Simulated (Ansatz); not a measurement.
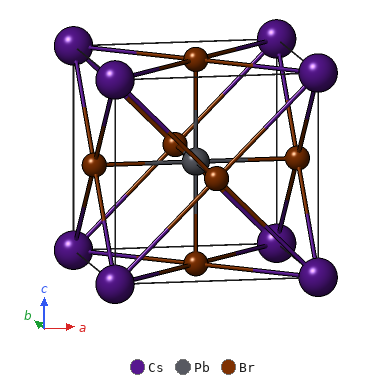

Crystal structure, ball-and-stick style, seen slightly off an axis. The parallelepiped is the conventional unit cell.

Cell parameters: a = 5.791 Å, b = 5.791 Å, c = 5.791 Å, α = 90.00°, β = 90.00°, γ = 90.00°.

Count the atoms and give the formula.

CsPbBr3. The cell holds 1 Cs, 1 Pb, 3 Br, counting shared atoms by their share.

Which prototype does it follow?

Cubic perovskite.

Describe the environment of the Pb atoms.

Each Pb has six Br in an octahedral arrangement at about 2.9 Å.

Describe the bonded network.

The bonds build a three-dimensional framework.

Starting structure: a structure type known for this compound. Earlier steps of the study, as a rule a relaxation of our own, may have changed the cell and positions, so they can lie some per cent off the listed ones. It went into a calculation with Ansatz.
